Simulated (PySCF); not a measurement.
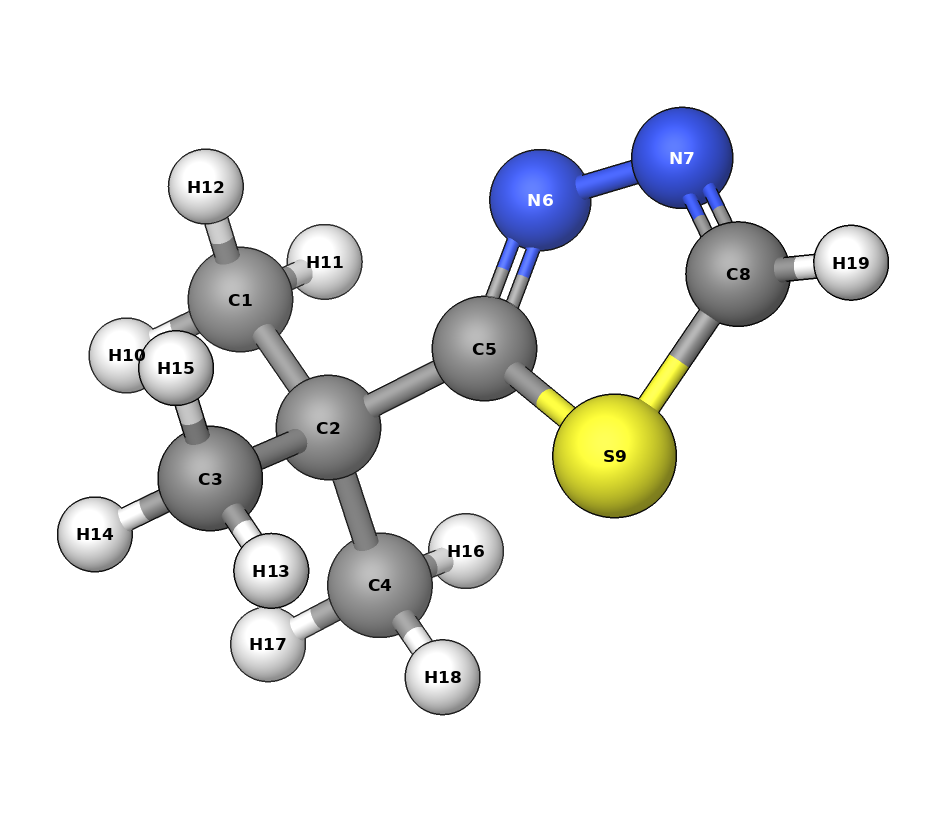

Computed geometry: GFN2-xTB optimisation. No frequency run is at hand to confirm it as a minimum. Electric field gradients from the ground-state density, PBE0/pcSseg-1 (PySCF 2.14.0), non-relativistic apart from any core potentials.

Give the largest field-gradient component, the quadrupole coupling constant and the asymmetry for 14N at N6 (Q = 20.44 mb), 14N at N7 (Q = 20.44 mb), 33S at S9 (Q = −67.81 mb), 2H at H10 (Q = 2.86 mb), 2H at H11 (Q = 2.86 mb), 2H at H12 (Q = 2.86 mb), 2H at H13 (Q = 2.86 mb).

```
atom  V_zz (a.u.)  e²qQ/h (MHz)     η
  N6       −1.076         −5.17  0.18
  N7       −1.128         −5.42  0.12
  S9        1.542         −24.6  0.65
 H10        0.316         0.213  0.03
 H11        0.315         0.212  0.04
 H12        0.315         0.212  0.04
 H13        0.312         0.210  0.04
```
